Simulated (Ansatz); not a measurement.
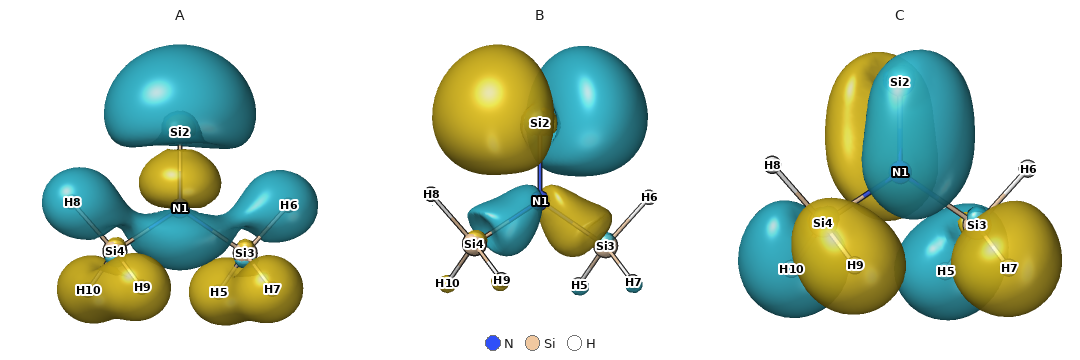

H6NSi3 (charge +1). Three frontier orbitals at ±0.08 Å⁻³ᐟ² (yellow and cyan are the two phases), in no order.

Geometry: B3LYP/6-31G*.

The calculation used Ansatz, isolated molecule in a Gaussian basis; Kohn-Sham density functional theory, functional PBE0.

The calculation's input:

```
crystal:
  periodic: [false, false, false]
  atoms:
    - {symbol: N, position_ang: [-1.667192, -0.872878, 0.205121]}
    - {symbol: Si, position_ang: [-2.271904, -0.160162, 1.566388]}
    - {symbol: Si, position_ang: [-2.627479, -2.171368, -0.684893]}
    - {symbol: Si, position_ang: [-0.016247, -0.388219, -0.458095]}
    - {symbol: H, position_ang: [-1.798223, -3.390530, -0.655469]}
    - {symbol: H, position_ang: [-3.873881, -2.310675, 0.103408]}
    - {symbol: H, position_ang: [-2.870043, -1.647836, -2.042084]}
    - {symbol: H, position_ang: [0.464922, 0.652008, 0.480398]}
    - {symbol: H, position_ang: [-0.254828, 0.138264, -1.814848]}
    - {symbol: H, position_ang: [0.813958, -1.606736, -0.428753]}
basis:
  gaussian: {orbitals: def2-TZVPD}
total_charge: 1
hamiltonian: {xc: pbe0}
output: {forces: true, orbitals: {seedname: orbitals}}
```

Launched as:

```sh
ansatz run input.yaml --threads 1 --pin off --max-ram 2610MiB --events-out events.jsonl --progress --plain --runs-dir runs
```

Order the three orbitals by energy and name them.

Answer. A is the HOMO−1 (−14.13 eV). By Hirshfeld shares it lies mainly on Si2 (about 45 %), N1 (about 20 %), Si3 (about 10 %) and Si4 (about 10 %). C is the HOMO (−13.57 eV). Its weight (Hirshfeld) is mainly on N1 (about 30 %), Si2 (about 15 %), Si3 (about 10 %), Si4 (about 10 %), H5 (about 10 %), H7 (about 10 %), H10 (about 10 %) and H9 (about 10 %). B is the LUMO (−8.01 eV). By Hirshfeld shares it lies mainly on Si2 (about 80 %) and N1 (about 5 %).

What is the HOMO–LUMO gap?

Answer. 5.56 eV between the orbital energies.
